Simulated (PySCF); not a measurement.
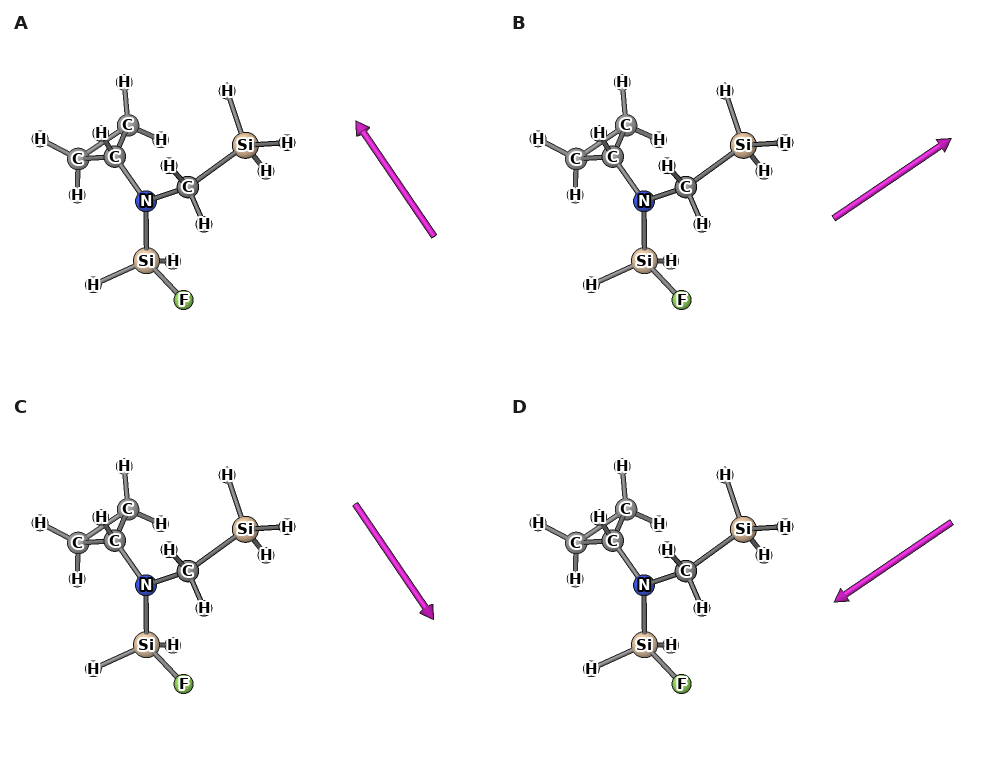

The same molecule four times, each with an arrow. The geometry was computed by an optimisation with GFN2-xTB. No frequency run is at hand to confirm it as a minimum. Level of theory: PBE0/pcSseg-1, gas phase (PySCF 2.14.0).

Which arrow points along the dipole moment, from the negative to the positive end?

Answer. A. The dipole moment is 2.17 D.

The geometry is semi-empirical. Around Si such bond lengths and angles can be off by a tenth of an ångström or more and by several degrees, and values that hang on the shape move with them.
